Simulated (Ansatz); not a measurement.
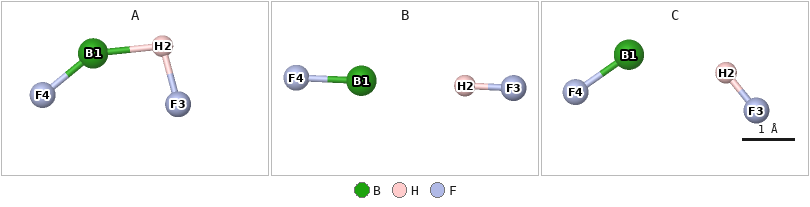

3 geometries from a converged minimum-energy path of BHF$_{2}$, shuffled. A ball-and-stick model, seen face on.

Computed with RKS r2SCAN-D4/def2-SVPD in Ansatz 0.2.0. Settings: 9 movable images; climbing image; force threshold 0.05 eV/Å; iteration limit 60; starting path through a guess of the saddle point.

**Which frame is the top of the path?**

A. In order along the path, whose images run from 0 to 10: A (image 4, +4.43 eV), C (image 7, +3.91 eV), B (image 10, +3.80 eV). Breaking: B1–F3 (1.32 → 1.93 at the top → 2.96 Å), B1–H2 (1.20 → 1.35 at the top → 2.02 Å). Forming: H2–F3 (2.19 → 1.18 at the top → 0.95 Å).
